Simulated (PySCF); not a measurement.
## Electronic structure of AlSn (quartet) in real space

```xyz
2

Al    0.0000    0.0000   -2.1763
Sn    0.0000    0.0000    0.4897
```

Core potentials replace the inner electrons of Sn.

Level of theory: PBE0/def2-SVPD, non-relativistic Hamiltonian with scalar-relativistic core potentials where named, at a bond length of 2.666 Å in PySCF 2.14.0.

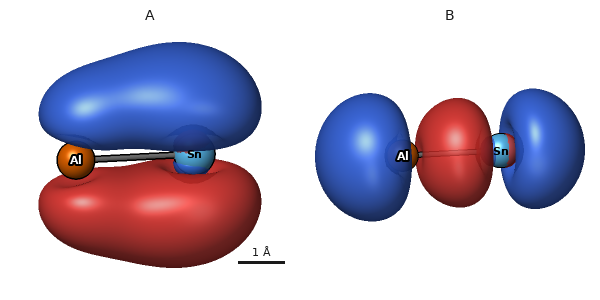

Figure 1. Two frontier α-spin orbitals, each drawn at the value that holds 80 % of its norm (blue and red are the two phases), in no order; of a degenerate pair one member is drawn.

Question: Name the orbitals and rank them from lowest to highest energy.

Answer: Orbital B: σ, occupied in this spin, −5.49 eV; shared between the atoms (Al 50 %, Sn 50 %).
Orbital A: π, occupied in this spin, −5.36 eV; mainly on Sn (70 %).

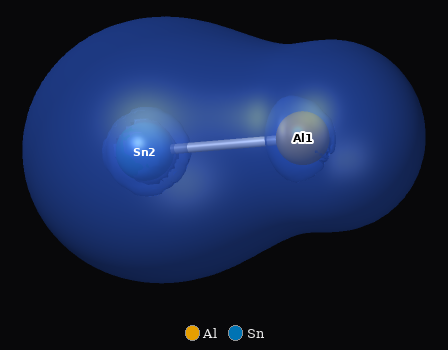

Figure 2. Isosurfaces of the spin density at +0.015 (blue) and −0.015 e/Å³ (red), seen from one side.

Question: Which atoms carry the spin?

Answer: The unpaired spin (3 electrons) lies mostly on Sn2 (about 1.9) and Al1 (about 1.1), in electrons by Hirshfeld's partition. Only one sign reaches the isovalue.

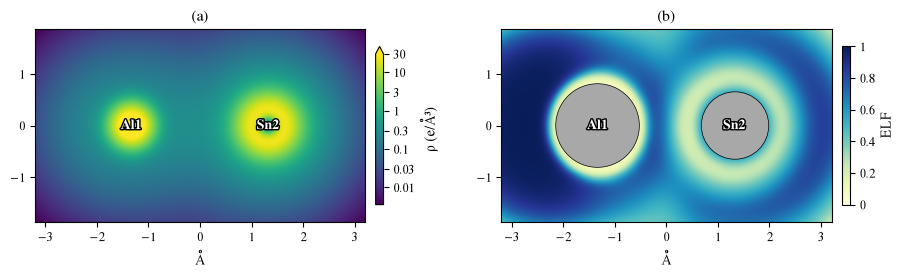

Figure 3. (a) electron density; (b) ELF on a plane that holds the molecular axis. Grey discs cover the atomic cores in the ELF map.

Question: What do the fields say about this system?

Answer: The plane passes through Al and Sn nuclei.
Al–Sn (2.67 Å): ρ is about 0.33 e/Å³ halfway; the ELF peaks at about 0.75 between the atoms.
The ELF also peaks beside Al1, away from the bonds: non-bonding electrons, paired or unpaired.
